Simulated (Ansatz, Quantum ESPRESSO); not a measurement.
# Ag(100), 5 layers against a metal electrode, part 4 of 6

Wanted: the capacitance of Ag(100), 5 layers by the effective screening medium.

Quantum ESPRESSO 7.5; plane-wave DFT, PBE, GBRV ultrasoft pseudopotentials; geometry by Ansatz 0.2.0 with PAW datasets.

So far. Step 8 (SCF with pw.x: charge 0.0502 e): The electrode's potential over the Fermi level goes from 7.225 to 10.252 eV, the far face's from 4.264 to 4.267 eV. Step 8 (SCF with pw.x: charge 0.0502 e): Gauss's law asks for a slope of 180.95 q/A = 1.086 eV/Å in the gap; the run gives 1.087.

### Step 10. Self-consistent run: constant Fermi level -4.5 eV

GC-SCF turns the question round: the Fermi level is set (gcscf_mu, against the electrode) and the charge is found.

mu0.in

```
&control
  prefix = 'mu0'
  outdir = './out'
  pseudo_dir = './pseudo'
  calculation = 'scf'
  tprnfor = .true.
/
&system
  ibrav = 0
  nat = 5
  ntyp = 1
  ecutwfc = 40
  ecutrho = 200
  occupations = 'smearing'
  smearing = 'mv'
  degauss = 0.02
  assume_isolated = 'esm'
  esm_bc = 'bc3'
  lgcscf = .true.
  gcscf_mu = -4.5
  gcscf_conv_thr = 0.001
/
&electrons
  conv_thr = 1e-09
  mixing_beta = 0.2
  electron_maxstep = 160
  mixing_mode = 'TF'
  diagonalization = 'rmm-davidson'
  diago_rmm_conv = .false.
  diago_full_acc = .true.
/
ATOMIC_SPECIES
  Ag  107.8682  ag_pbe_v1.4.uspp.F.UPF
CELL_PARAMETERS angstrom
  2.89206673510000 0.00000000000000 0.00000000000000
  0.00000000000000 2.89206673510000 0.00000000000000
  0.00000000000000 0.00000000000000 23.18000000000000
ATOMIC_POSITIONS crystal
  Ag  0.000000000000 0.000000000000 -0.157043908023
  Ag  0.500000000000 0.500000000000 -0.068821302323
  Ag  0.000000000000 0.000000000000 0.019401303377
  Ag  0.500000000000 0.500000000000 0.110498445381
  Ag  -0.000000000000 0.000000000000 0.200184546505
K_POINTS automatic
  8 8 1 0 0 0
```

On the command line:

```bash
$ OMP_NUM_THREADS=1 mpirun -n 4 pw.x -nk 4 -in mu0.in > mu0.out
```

Output:

```text
[banner, memory and clock lines left out]
Program PWSCF v.7.5 starts
[citation notice left out]

[...]
Message from routine iosys:
[...]
Message from routine setup:
[...]
bravais-lattice index     =            0
     lattice parameter (alat)  =       5.4652  a.u.
     unit-cell volume          =    1308.3582 (a.u.)^3
     number of atoms/cell      =            5
     number of atomic types    =            1
     number of electrons       =        95.00
     number of Kohn-Sham states=           58
     kinetic-energy cutoff     =      40.0000  Ry
     charge density cutoff     =     200.0000  Ry
     scf convergence threshold =      1.0E-09
     mixing beta               =       0.2000
     number of iterations used =            8  TF        mixing
     Exchange-correlation=  SLA  PW   PBX  PBC
                           (   1   4   3   4   0   0   0)

     Effective Screening Medium Method
     Boundary Conditions: Vacuum-Slab-Metal
     total charge in unit cell        =   0.0000
     grid points for fit at edges     =        4

     >>>>> Grand-Canonical SCF is activated <<<<<
     Initial Total Charge  =     0.000000 e
     Target Fermi Energy   =    -4.500000 eV
     Thr. of Fermi Energy  =     0.001000 eV
     Wave-shift of Kerker  =     0.400000 bohr^-1
     Wave-shift of Hartree =     1.500000 bohr^-1
     Mixing Rate of Fermi  =     0.050000

[...]
PseudoPot. # 1 for Ag read from file:
     ./pseudo/ag_pbe_v1.4.uspp.F.UPF
     Pseudo is Ultrasoft + core correction, Zval = 19.0
     Generated by new atomic code, or converted to UPF format
     Using radial grid of  887 points,  6 beta functions with:
                l(1) =   0
                l(2) =   0
                l(3) =   1
                l(4) =   1
                l(5) =   2
                l(6) =   2
     Q(r) pseudized with  6 coefficients,  rinner =    1.300   1.300   1.300
                                                       1.300   1.300

     atomic species   valence    mass     pseudopotential
     Ag               19.00   107.86820     Ag( 1.00)

      8 Sym. Ops. (no inversion) found

[...]
number of k points=    15  Marzari-Vanderbilt smearing, width (Ry)=  0.0200
[...]
Dense  grid:    62669 G-vectors     FFT dimensions: (  25,  25, 200)

     Smooth grid:    44649 G-vectors     FFT dimensions: (  24,  24, 180)

     Initial potential from superposition of free atoms

     starting charge      92.4998, renormalised to      95.0000

     negative rho (up, down):  2.911E-03 0.000E+00
     Starting wfcs are   65 randomized atomic wfcs

     per-process dynamical memory:    62.8 Mb

     Self-consistent Calculation

     iteration #  1     ecut=    40.00 Ry     beta= 0.20
     Davidson diagonalization with overlap
     ethr =  1.00E-05,  avg # of iterations = 73.7

     negative rho (up, down):  4.054E-03 0.000E+00

     total energy              =   -1478.39164883 Ry
     estimated scf accuracy    <       3.52045852 Ry

     total charge of GC-SCF    =       0.00795333 e
     the Fermi energy          =      -0.58078047 eV
                        (error :       3.91921953 eV)

     iteration #  2     ecut=    40.00 Ry     beta= 0.20
[...]
negative rho (up, down):  8.952E-03 0.000E+00

[...]
total energy              =   -1477.76043692 Ry
     estimated scf accuracy    <       1.10105901 Ry

     total charge of GC-SCF    =       0.01100635 e
     the Fermi energy          =      -3.42882342 eV
                        (error :       1.07117658 eV)

     iteration #  3     ecut=    40.00 Ry     beta= 0.20
     RMM-DIIS diagonalization
     c_bands:  1 eigenvalues not converged
     c_bands:  1 eigenvalues not converged
[...]
negative rho (up, down):  9.649E-03 0.000E+00

[...]
total energy              =   -1478.04808985 Ry
     estimated scf accuracy    <       0.05465713 Ry

     total charge of GC-SCF    =       0.01123386 e
     the Fermi energy          =      -4.48891223 eV
                        (error :       0.01108777 eV)

     iteration #  4     ecut=    40.00 Ry     beta= 0.20
     RMM-DIIS diagonalization
     c_bands:  1 eigenvalues not converged
[...]
negative rho (up, down):  1.065E-02 0.000E+00

[...]
total energy              =   -1478.03416504 Ry
     estimated scf accuracy    <       0.02714602 Ry

     total charge of GC-SCF    =       0.01037406 e
     the Fermi energy          =      -4.74051792 eV
                        (error :       0.24051792 eV)

     iteration #  5     ecut=    40.00 Ry     beta= 0.20
[...]
negative rho (up, down):  1.072E-02 0.000E+00

[...]
total energy              =   -1478.03999157 Ry
     estimated scf accuracy    <       0.00581903 Ry

     total charge of GC-SCF    =       0.00898738 e
     the Fermi energy          =      -4.86823708 eV
                        (error :       0.36823708 eV)

     iteration #  6     ecut=    40.00 Ry     beta= 0.20
     RMM-DIIS diagonalization
[...]
negative rho (up, down):  1.061E-02 0.000E+00

[...]
total energy              =   -1478.04186486 Ry
     estimated scf accuracy    <       0.00065331 Ry

     total charge of GC-SCF    =       0.00883922 e
     the Fermi energy          =      -4.51843640 eV
                        (error :       0.01843640 eV)

[...]
iteration # 27     ecut=    40.00 Ry     beta= 0.20
     RMM-DIIS diagonalization
     c_bands:  1 eigenvalues not converged
     c_bands:  1 eigenvalues not converged
[...]
negative rho (up, down):  2.350E-03 0.000E+00

[...]
total energy              =   -1478.04212010 Ry
     estimated scf accuracy    <          5.2E-09 Ry

     total charge of GC-SCF    =       0.00206949 e
     the Fermi energy          =      -4.50177749 eV
                        (error :       0.00177749 eV)

     iteration # 28     ecut=    40.00 Ry     beta= 0.20
     RMM-DIIS diagonalization
     c_bands:  2 eigenvalues not converged
     c_bands:  1 eigenvalues not converged
     c_bands:  2 eigenvalues not converged
     c_bands:  3 eigenvalues not converged
[...]
negative rho (up, down):  2.336E-03 0.000E+00

[...]
total energy              =   -1478.04211607 Ry
     estimated scf accuracy    <          3.2E-09 Ry

     total charge of GC-SCF    =       0.00205321 e
     the Fermi energy          =      -4.50032003 eV
                        (error :       0.00032003 eV)

     iteration # 29     ecut=    40.00 Ry     beta= 0.20
     RMM-DIIS diagonalization
     c_bands:  1 eigenvalues not converged
     c_bands:  1 eigenvalues not converged
     c_bands:  2 eigenvalues not converged
     c_bands:  3 eigenvalues not converged
[...]
negative rho (up, down):  2.333E-03 0.000E+00

[...]
total energy              =   -1478.04204920 Ry
     estimated scf accuracy    <          1.2E-09 Ry

     total charge of GC-SCF    =       0.00204406 e
     the Fermi energy          =      -4.50022549 eV
                        (error :       0.00022549 eV)

     iteration # 30     ecut=    40.00 Ry     beta= 0.20
[...]
negative rho (up, down):  2.335E-03 0.000E+00

[...]
End of self-consistent calculation

          k = 0.0000 0.0000 0.0000 (  5681 PWs)   bands (ev):

   -96.4751 -96.4367 -96.3798 -96.1985 -96.1852 -59.9661 -59.9182 -59.9120
   -59.9120 -59.8734 -59.8734 -59.8356 -59.8022 -59.8022 -59.6623 -59.6481
   -59.6403 -59.6403 -59.6272 -59.6272 -11.8046 -10.9642 -10.6659 -10.5697
   -10.2903 -10.2701 -10.0893  -9.8537  -9.5269  -9.3204  -9.0473  -9.0473
    -8.6886  -8.6886  -8.4723  -8.3188  -8.1399  -8.1399  -8.1004  -8.0862
    -7.9399  -7.6697  -7.6514  -7.6514  -7.5020  -7.4390  -7.3255  -7.3255
    -6.4170  -4.3654  -3.1822  -1.0063  -0.3118   0.5137   2.2060   3.1121
     5.2965   5.8296

          k = 0.0000 0.1250 0.0000 (  5623 PWs)   bands (ev):

   -96.4742 -96.4358 -96.3790 -96.1977 -96.1844 -59.9635 -59.9283 -59.9148
   -59.9105 -59.8872 -59.8720 -59.8342 -59.8129 -59.8016 -59.6614 -59.6520
   -59.6472 -59.6393 -59.6389 -59.6262 -11.5018 -10.7309 -10.5384 -10.3806
   -10.2154 -10.0363  -9.9952  -9.6368  -9.4181  -9.2099  -9.1066  -8.9978
    -8.9160  -8.7196  -8.5855  -8.3451  -8.2981  -8.2058  -8.1938  -8.1578
    -7.9120  -7.8647  -7.7609  -7.6165  -7.5896  -7.4578  -7.4264  -7.3161
    -5.8770  -3.8897  -2.5641  -0.7266  -0.0048   0.7695   2.4910   3.2823
     4.6503   5.5765

[...]
the Fermi energy is    -4.5002 ev

!    total energy              =   -1478.04192533 Ry
     estimated scf accuracy    <          4.9E-10 Ry

!    total charge of GC-SCF    =       0.00203066 e
     smearing contrib. (-TS)   =       0.00034814 Ry
     internal energy E=F+TS    =   -1478.04227347 Ry

     The total energy is F=E-TS. E is the sum of the following terms:
     one-electron contribution = -135599.88872510 Ry
     hartree contribution      =   67772.89133736 Ry
     xc contribution           =    -144.82839831 Ry
     ewald contribution        =   66493.78418420 Ry
     pot.stat. contrib. (-muN) =      -0.00067163 Ry

     convergence has been achieved in  30 iterations

     negative rho (up, down):  2.335E-03 0.000E+00

     Forces acting on atoms (cartesian axes, Ry/au):

     atom    1 type  1   force =     0.00000000    0.00000000   -0.00442449
     atom    2 type  1   force =     0.00000000    0.00000000   -0.00394708
     atom    3 type  1   force =     0.00000000    0.00000000    0.00769432
     atom    4 type  1   force =     0.00000000    0.00000000    0.00022733
     atom    5 type  1   force =     0.00000000    0.00000000    0.00013962

     Total force =     0.009717     Total SCF correction =     0.000555

[...]
```

The job ended after 6.6 min (4 MPI ranks of Arm Neoverse V2, shared host; peak memory 0.72 GiB).

This step gave:

```
Fermi energy                                                   : -4.500 eV
charge found by GC-SCF                                         : 0.002031 e
vacuum line at the lower end of the cell, over the Fermi level : 4.262 eV
slope of the potential above                                   : 0.04404 eV/Å
vacuum line at the upper end of the cell, over the Fermi level : 4.500 eV
```

The potential energy, planar mean oscillates, so the rows of the table below give means over windows of 2.09 Å about each position, cut where the curve ends. Its maxima inside the range that stand out by 2 % of the span (Å: eV): -2.7: -0.807, -0.6: -0.735, 1.5: -0.244, 3.6: -0.503. Its minima: -3.6: -18.9, -1.6: -19.2, 0.5: -19.0, 2.5: -19.2, 4.6: -19.0.

Electrostatic potential energy of an electron; zero at the Fermi level. Table of potential energy, planar mean by z; means over each step:

| z (Å) | potential energy, planar mean (eV) |
| --- | --- |
| -10.54 | 4.26 |
| -8.46 | 4.26 |
| -6.37 | 4.16 |
| -4.28 | -6.21 |
| -2.19 | -8.89 |
| -0.10 | -8.78 |
| 1.99 | -8.44 |
| 4.08 | -8.57 |
| 6.17 | 2.06 |
| 8.26 | 4.34 |
| 10.35 | 4.45 |

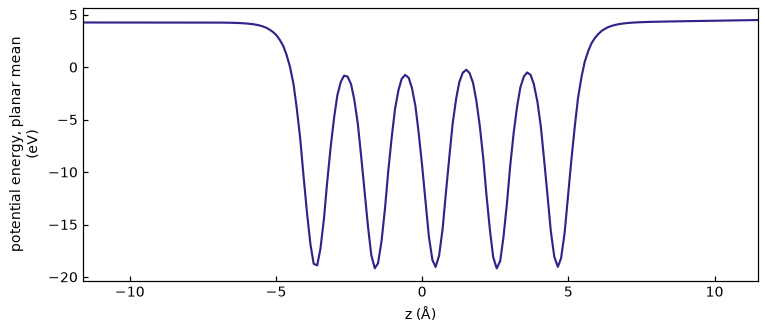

Potential energy, planar mean against z.

Gauss's law asks for a slope of 180.95 q/A = 0.044 eV/Å in the gap; the run gives 0.044.

### Step 11. Ground state: constant Fermi level -5.0 eV

mu1.in, as its differences from the input of step 10:

```diff
@@ -1,3 +1,3 @@
 &control
-  prefix = 'mu0'
+  prefix = 'mu1'
   outdir = './out'
@@ -19,3 +19,3 @@
   lgcscf = .true.
-  gcscf_mu = -4.5
+  gcscf_mu = -5.0
   gcscf_conv_thr = 0.001
```

On the command line:

```bash
$ OMP_NUM_THREADS=1 mpirun -n 4 pw.x -nk 4 -in mu1.in > mu1.out
```

Output:

```text
[banner, memory and clock lines left out]
Program PWSCF v.7.5 starts
[...]
Message from routine iosys:
[...]
Message from routine setup:
[...]
number of electrons       =        95.00
     number of Kohn-Sham states=           58
     kinetic-energy cutoff     =      40.0000  Ry
     charge density cutoff     =     200.0000  Ry
[...]
number of k points=    15  Marzari-Vanderbilt smearing, width (Ry)=  0.0200
[...]
Dense  grid:    62669 G-vectors     FFT dimensions: (  25,  25, 200)
[...]
negative rho (up, down):  2.911E-03 0.000E+00
     Starting wfcs are   65 randomized atomic wfcs
[...]
negative rho (up, down):  4.106E-03 0.000E+00
[...]
estimated scf accuracy    <       3.55324839 Ry
[...]
the Fermi energy          =      -0.60578047 eV
[...]
negative rho (up, down):  8.805E-03 0.000E+00
[...]
estimated scf accuracy    <       1.09746586 Ry
[...]
the Fermi energy          =      -3.74877893 eV
[...]
negative rho (up, down):  9.492E-03 0.000E+00
[...]
estimated scf accuracy    <       0.05786863 Ry
[...]
the Fermi energy          =      -4.75177808 eV
[...]
negative rho (up, down):  1.041E-02 0.000E+00
[...]
estimated scf accuracy    <       0.02779657 Ry
[...]
the Fermi energy          =      -5.07231739 eV
[...]
negative rho (up, down):  1.043E-02 0.000E+00
[...]
estimated scf accuracy    <       0.00699594 Ry
[...]
the Fermi energy          =      -5.33841806 eV
[...]
negative rho (up, down):  1.032E-02 0.000E+00
[...]
estimated scf accuracy    <       0.00064139 Ry
[...]
the Fermi energy          =      -4.98049566 eV
[...]
negative rho (up, down):  1.036E-02 0.000E+00
[...]
estimated scf accuracy    <       0.00062668 Ry
[...]
the Fermi energy          =      -5.02925689 eV
[...]
negative rho (up, down):  9.682E-03 0.000E+00
[...]
estimated scf accuracy    <       0.00015078 Ry
[...]
the Fermi energy          =      -5.19714910 eV
[...]
negative rho (up, down):  9.483E-03 0.000E+00
[...]
estimated scf accuracy    <       0.00006257 Ry
[...]
the Fermi energy          =      -5.09651575 eV
[...]
negative rho (up, down):  8.308E-03 0.000E+00
[...]
estimated scf accuracy    <       0.00004653 Ry
[...]
the Fermi energy          =      -5.08801555 eV
[...]
negative rho (up, down):  7.782E-03 0.000E+00
[...]
estimated scf accuracy    <       0.00001593 Ry
[...]
the Fermi energy          =      -5.05202754 eV
[...]
negative rho (up, down):  6.961E-03 0.000E+00
[...]
estimated scf accuracy    <       0.00000531 Ry
[...]
the Fermi energy          =      -5.05243751 eV
[...]
negative rho (up, down):  5.897E-03 0.000E+00
[...]
estimated scf accuracy    <       0.00000296 Ry
[...]
the Fermi energy          =      -5.04304602 eV
[...]
negative rho (up, down):  5.547E-03 0.000E+00
[...]
estimated scf accuracy    <       0.00000161 Ry
[...]
the Fermi energy          =      -5.03608316 eV
[...]
negative rho (up, down):  4.873E-03 0.000E+00
[...]
estimated scf accuracy    <       0.00000123 Ry
[...]
the Fermi energy          =      -5.03366863 eV
[...]
negative rho (up, down):  4.369E-03 0.000E+00
[...]
estimated scf accuracy    <       0.00000063 Ry
[...]
the Fermi energy          =      -5.02777968 eV
[...]
negative rho (up, down):  4.169E-03 0.000E+00
[...]
estimated scf accuracy    <       0.00000034 Ry
[...]
the Fermi energy          =      -5.02364919 eV
[...]
negative rho (up, down):  3.717E-03 0.000E+00
[...]
estimated scf accuracy    <       0.00000028 Ry
[...]
the Fermi energy          =      -5.02227056 eV
[...]
negative rho (up, down):  3.394E-03 0.000E+00
[...]
estimated scf accuracy    <       0.00000016 Ry
[...]
the Fermi energy          =      -5.01894948 eV
[...]
negative rho (up, down):  3.250E-03 0.000E+00
[...]
estimated scf accuracy    <       0.00000010 Ry
[...]
the Fermi energy          =      -5.01533768 eV
[...]
negative rho (up, down):  2.939E-03 0.000E+00
[...]
estimated scf accuracy    <       0.00000008 Ry
[...]
the Fermi energy          =      -5.01336851 eV
[...]
negative rho (up, down):  2.766E-03 0.000E+00
[...]
estimated scf accuracy    <       0.00000004 Ry
[...]
the Fermi energy          =      -5.00954830 eV
[...]
negative rho (up, down):  2.652E-03 0.000E+00
[...]
estimated scf accuracy    <       0.00000002 Ry
[...]
the Fermi energy          =      -5.00673516 eV
[...]
negative rho (up, down):  2.616E-03 0.000E+00
[...]
estimated scf accuracy    <       0.00000002 Ry
[...]
the Fermi energy          =      -5.00435005 eV
[...]
negative rho (up, down):  2.503E-03 0.000E+00
[...]
estimated scf accuracy    <       0.00000001 Ry
[...]
the Fermi energy          =      -5.00398263 eV
[...]
negative rho (up, down):  2.415E-03 0.000E+00
[...]
estimated scf accuracy    <          6.6E-09 Ry
[...]
the Fermi energy          =      -5.00241257 eV
[...]
negative rho (up, down):  2.369E-03 0.000E+00
[...]
estimated scf accuracy    <          3.7E-09 Ry
[...]
the Fermi energy          =      -5.00089877 eV
[...]
negative rho (up, down):  2.355E-03 0.000E+00
[...]
the Fermi energy is    -5.0005 ev
!    total energy              =   -1478.04207300 Ry
     estimated scf accuracy    <          9.3E-10 Ry
!    total charge of GC-SCF    =       0.00631124 e
     smearing contrib. (-TS)   =       0.00037417 Ry
     internal energy E=F+TS    =   -1478.04244717 Ry
[...]
one-electron contribution = -135596.39723586 Ry
     hartree contribution      =   67769.39989118 Ry
     xc contribution           =    -144.82696735 Ry
     ewald contribution        =   66493.78418420 Ry
[...]
convergence has been achieved in  28 iterations
     negative rho (up, down):  2.355E-03 0.000E+00
[...]
Total force =     0.009683     Total SCF correction =     0.000532
[...]
```

Wall time 6.8 min (4 MPI ranks); peak memory 0.72 GiB.

This step gave:

```
Fermi energy                                                   : -5.000 eV
charge found by GC-SCF                                         : 0.006311 e
vacuum line at the lower end of the cell, over the Fermi level : 4.260 eV
slope of the potential above                                   : 0.1368 eV/Å
vacuum line at the upper end of the cell, over the Fermi level : 5.001 eV
```

Gauss's law asks for a slope of 180.95 q/A = 0.137 eV/Å in the gap; the run gives 0.137.

[end of part 4 of 6]

[Logs are printed without paths, hosts, clocks, repeated set-up lines and the standing remarks that a program may print on its own settings, such as how far it seeks lower states.]

[Hosts, paths, dates, database ids (printed as entryN), source tags and the programs' standing remarks are cut or masked in the printed files.]

[Maps of the electrostatic potential energy from Ansatz leave out the sawtooth potential of an applied field or a dipole correction, so their vacuum need not be flat; planar profiles and work functions include it.]
